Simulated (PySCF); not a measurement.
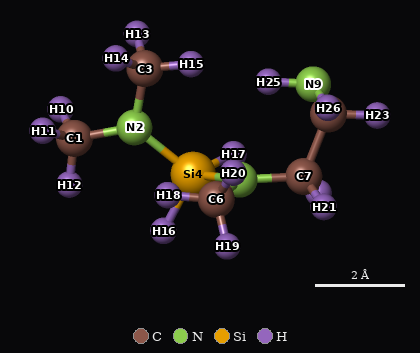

The structure as given in the input (ball-and-stick view, seen at a tilt; atoms are numbered from 1 in the order of the input). Bond lengths as drawn: C–C 1.53 Å, C–H 1.10 to 1.11 Å, C–N 1.44 to 1.45 Å, H–N 1.02 Å, H–Si 1.50 Å and N–Si 1.73 Å.

## What a change does: NMR shielding calculation on C5H17N3Si

System: C5H17N3Si.
Method of run 1: GIAO PBE0/pcSseg-1 NMR shielding, non-relativistic, gas phase (PySCF 2.14.0).

The geometry comes from this level: PBE0-D3(BJ)/def2-SVP. Text and figures count atoms from 1; the logs count them from 0 in places.

**Input, run 1**
```
{"job": {"kind": "nmr", "xc": "PBE0", "basis": "pcSseg-1"}, "charge": 0, "multiplicity": 1}
C      3.230545    -0.015017    -0.884605
N      1.934350     0.138191    -0.279053
C      1.683985     1.445623     0.269577
Si     0.888231    -1.192886     0.093518
N     -0.753423    -0.767426    -0.267751
C     -1.104511    -0.339477    -1.601370
C     -1.855149    -1.063263     0.630416
C     -2.185278     0.082656     1.588924
N     -2.483377     1.367305     0.992988
H      4.060066     0.130493    -0.163468
H      3.379157     0.717121    -1.701590
H      3.338232    -1.021276    -1.315581
H      2.385708     1.708369     1.086754
H      1.774113     2.231336    -0.504733
H      0.662947     1.499233     0.676549
H      1.450045    -2.322202    -0.718404
H      0.839985    -1.605695     1.534836
H     -0.197303    -0.034173    -2.145867
H     -1.601247    -1.136490    -2.190387
H     -1.782706     0.531138    -1.588915
H     -2.748296    -1.317410     0.028873
H     -1.636013    -1.965045     1.229846
H     -3.033163    -0.221149     2.228485
H     -1.326949     0.215127     2.271277
H     -1.700331     1.669873     0.416605
H     -3.288393     1.299888     0.372558
```

The first line tells a small driver script what to run in PySCF; the rest is the geometry in Å.

Command:
```bash
OMP_NUM_THREADS=1 python <driver script> task.json out
```

Hardware: 1 CPU thread, shared host.

**Output (run 1)**
```
coarse grid: 20784 points
cycle   1  E = -653.8019790018  dE =  7.288e-01  |g| = 5.115e-01  |ddm| = 4.334e+00
cycle   2  E = -653.7685708617  dE =  3.341e-02  |g| = 6.544e-01  |ddm| = 1.179e+00
cycle   3  E = -653.8645125445  dE = -9.594e-02  |g| = 7.945e-02  |ddm| = 7.226e-01
cycle   4  E = -653.8655864908  dE = -1.074e-03  |g| = 3.190e-02  |ddm| = 8.867e-02
cycle   5  E = -653.8657857877  dE = -1.993e-04  |g| = 8.295e-03  |ddm| = 2.895e-02
cycle   6  E = -653.8657989254  dE = -1.314e-05  |g| = 1.926e-03  |ddm| = 8.275e-03
cycle   7  E = -653.8657997154  dE = -7.899e-07  |g| = 5.068e-04  |ddm| = 2.096e-03
final grid: 192272 points
cycle   8  E = -653.9139571905  dE = -6.809e-05  |g| = 1.150e-02  |ddm| = 3.955e-02
cycle   9  E = -653.9139397288  dE =  1.746e-05  |g| = 1.446e-02  |ddm| = 2.429e-02
cycle  10  E = -653.9139893198  dE = -4.959e-05  |g| = 1.507e-03  |ddm| = 1.422e-02
cycle  11  E = -653.9139897689  dE = -4.491e-07  |g| = 3.263e-04  |ddm| = 1.450e-03
cycle  12  E = -653.9139897894  dE = -2.055e-08  |g| = 8.243e-05  |ddm| = 3.182e-04
cycle  13  E = -653.9139897909  dE = -1.511e-09  |g| = 2.742e-05  |ddm| = 1.315e-04
cycle  14  E = -653.9139897911  dE = -1.687e-10  |g| = 7.066e-06  |ddm| = 3.148e-05
converged SCF energy = -653.9139897911

GIAO shielding tensors (ppm)
atom      isotropic    diamagn.    paramagn.     s11        s22        s33       span
  0 C      145.193     239.737     -94.544    121.031    130.028    184.520     63.490
  1 N      239.572     331.306     -91.733    205.529    245.446    267.743     62.215
  2 C      147.602     247.982    -100.380    122.863    136.642    183.301     60.437
  3 Si     373.602     884.610    -511.008    328.289    366.259    426.258     97.969
  4 N      233.734     331.717     -97.983    203.078    226.526    271.598     68.520
  5 C      145.380     246.588    -101.208    122.313    131.419    182.408     60.094
  6 C      129.512     244.065    -114.553    111.744    124.899    151.892     40.148
  7 C      134.062     244.978    -110.917    112.902    138.852    150.431     37.529
  8 N      232.025     319.095     -87.070    204.441    230.617    261.017     56.576
  9 H       28.892      26.509       2.384     23.986     26.330     36.362     12.377
 10 H       28.854      27.719       1.134     24.052     26.547     35.962     11.909
 11 H       28.352      28.530      -0.178     23.754     26.894     34.407     10.653
 12 H       28.908      30.294      -1.386     24.812     25.891     36.021     11.209
 13 H       29.056      31.478      -2.422     25.456     26.208     35.504     10.048
 14 H       28.305      34.168      -5.863     22.239     29.175     33.501     11.262
 15 H       26.594      32.324      -5.731     22.646     25.697     31.438      8.792
 16 H       26.664      32.666      -6.003     22.800     25.903     31.288      8.489
 17 H       28.508      32.710      -4.201     23.424     28.478     33.624     10.201
 18 H       28.775      30.241      -1.465     24.011     25.957     36.358     12.347
 19 H       28.887      32.923      -4.035     23.302     28.715     34.645     11.344
 20 H       29.302      31.191      -1.889     24.467     28.769     34.669     10.202
 21 H       28.346      31.200      -2.854     23.199     28.043     33.797     10.597
 22 H       28.756      28.398       0.357     23.518     27.744     35.006     11.489
 23 H       28.677      31.060      -2.383     24.538     28.206     33.286      8.748
 24 H       30.143      35.911      -5.768     23.292     29.061     38.078     14.786
 25 H       31.693      31.427       0.266     26.123     28.053     40.904     14.781
```

For run 2 the input was changed thus:
```diff
-"xc": "PBE0"
+"xc": "HF"
+"pop": false
```

How does run 2 compare with run 1?

The total energies belong to different methods, so their difference says nothing on which is more stable or more accurate. The HOMO goes from −6.08 to −9.31 eV. The LUMO goes from 1.09 to 4.03 eV. The dipole moment goes from 1.36 to 1.43 D. Of all shieldings, the largest change is that of Si4, by +43.9 ppm. The method changes from PBE0 to HF. The SCF takes 10 iterations against 14.

**Output (run 2)**
```
final grid: 192272 points
cycle   1  E = -651.3432291392  dE =  1.478e+00  |g| = 5.537e-01  |ddm| = 4.262e+00
cycle   2  E = -651.4402307022  dE = -9.700e-02  |g| = 1.752e-01  |ddm| = 6.188e-01
cycle   3  E = -651.4485755294  dE = -8.345e-03  |g| = 6.671e-02  |ddm| = 1.921e-01
cycle   4  E = -651.4498397704  dE = -1.264e-03  |g| = 9.789e-03  |ddm| = 7.566e-02
cycle   5  E = -651.4498721994  dE = -3.243e-05  |g| = 3.161e-03  |ddm| = 1.648e-02
cycle   6  E = -651.4498764583  dE = -4.259e-06  |g| = 9.521e-04  |ddm| = 5.524e-03
cycle   7  E = -651.4498769948  dE = -5.365e-07  |g| = 3.536e-04  |ddm| = 2.065e-03
cycle   8  E = -651.4498770929  dE = -9.811e-08  |g| = 1.105e-04  |ddm| = 1.001e-03
cycle   9  E = -651.4498771009  dE = -8.013e-09  |g| = 3.416e-05  |ddm| = 2.925e-04
cycle  10  E = -651.4498771015  dE = -5.386e-10  |g| = 8.519e-06  |ddm| = 6.656e-05
converged SCF energy = -651.4498771015

GIAO shielding tensors (ppm)
atom      isotropic    diamagn.    paramagn.     s11        s22        s33       span
  0 C      155.370     235.681     -80.311    135.601    140.981    189.529     53.928
  1 N      262.538     333.549     -71.011    229.609    267.624    290.381     60.771
  2 C      157.449     244.183     -86.734    137.332    146.736    188.280     50.948
  3 Si     417.510     880.181    -462.671    379.537    411.060    461.933     82.397
  4 N      258.557     334.386     -75.829    227.651    253.880    294.142     66.491
  5 C      156.013     242.441     -86.428    137.394    142.779    187.866     50.472
  6 C      141.580     239.051     -97.470    127.361    136.479    160.902     33.541
  7 C      145.825     240.776     -94.951    127.963    150.073    159.438     31.475
  8 N      240.561     319.151     -78.590    217.042    237.392    267.248     50.206
  9 H       29.473      26.895       2.578     24.423     26.719     37.276     12.853
 10 H       29.407      27.737       1.670     24.454     26.955     36.813     12.359
 11 H       28.955      28.235       0.720     23.826     27.566     35.473     11.647
 12 H       29.464      30.833      -1.369     25.062     26.395     36.936     11.874
 13 H       29.572      31.608      -2.036     25.897     26.421     36.399     10.502
 14 H       29.025      33.342      -4.316     22.479     29.725     34.872     12.393
 15 H       27.626      32.593      -4.967     23.496     26.696     32.686      9.190
 16 H       27.712      32.726      -5.014     23.736     26.912     32.487      8.752
 17 H       29.169      32.189      -3.020     23.574     29.231     34.702     11.128
 18 H       29.384      30.653      -1.268     24.512     26.325     37.316     12.803
 19 H       29.578      32.651      -3.074     23.944     29.300     35.489     11.545
 20 H       29.818      31.283      -1.465     24.834     29.056     35.565     10.731
 21 H       29.179      31.099      -1.919     23.773     28.532     35.233     11.460
 22 H       29.415      28.999       0.416     23.917     28.026     36.302     12.385
 23 H       29.273      30.435      -1.162     25.198     28.521     34.099      8.901
 24 H       30.575      35.652      -5.077     23.270     29.217     39.238     15.968
 25 H       31.870      31.582       0.288     26.055     27.814     41.742     15.687
```

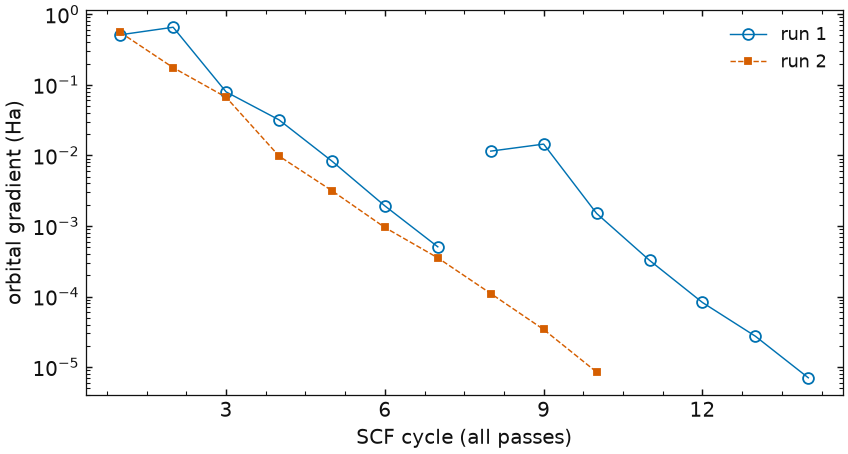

Convergence of the two runs: orbital gradient against the SCF cycle. A break in a curve parts two SCF passes (coarse and final grid). Run 1 takes 14 cycles in all, and run 2 takes 10.

**The two runs side by side**

```csv
quantity,run 1,run 2
outcome,converged,converged
total energy (hartree),−653.913990,−651.449877
HOMO (eV),−6.08,−9.31
LUMO (eV),1.09,4.03
dipole moment (D),1.36,1.43
shielding of C1 (ppm),145.2,155.4
shielding of N2 (ppm),239.6,262.5
shielding of Si4 (ppm),373.6,417.5
shielding of N5 (ppm),233.7,258.6
shielding of C6 (ppm),145.4,156.0
shielding of C7 (ppm),129.5,141.6
shielding of C8 (ppm),134.1,145.8
SCF iterations,14,10
basis functions,245,245
wall time (shared host),1.9 min,54 s
```
